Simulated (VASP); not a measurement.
Band structure of CuI (space group P4/nmm). Calculation: PBEsol GGA, VASP's PBE PAW potentials (set 64) (plane waves; VASP 6.6.1).

Without a dispersion term in the relaxation, distances and binding between the weakly bound layers, chains or molecules are unreliable, and so is what depends on them. Unless said otherwise, spin-orbit coupling is left out, though it shifts the bands of the heavy elements here.

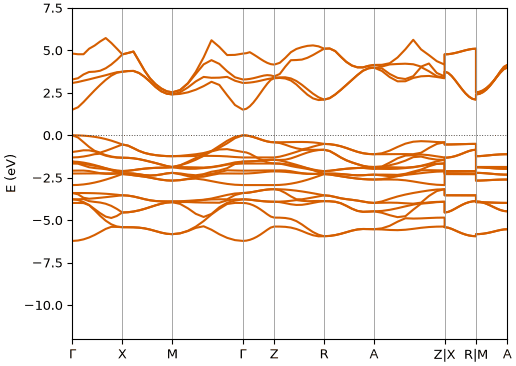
Figure: Bands along high-symmetry lines, zero at the valence-band maximum or, without a gap, the Fermi level

### Question
Read the plot: is there a gap, and where are the band edges?

### Answer
The gap is direct, 1.51 eV, from the valence maximum at Γ to the conduction minimum at Γ. (Edges off the drawn lines would not show.)

The structure comes from a computed database's CuI entry (P4/nmm); how it stands against other phases isn't given here. It was relaxed first, which changed the volume by -7 %.
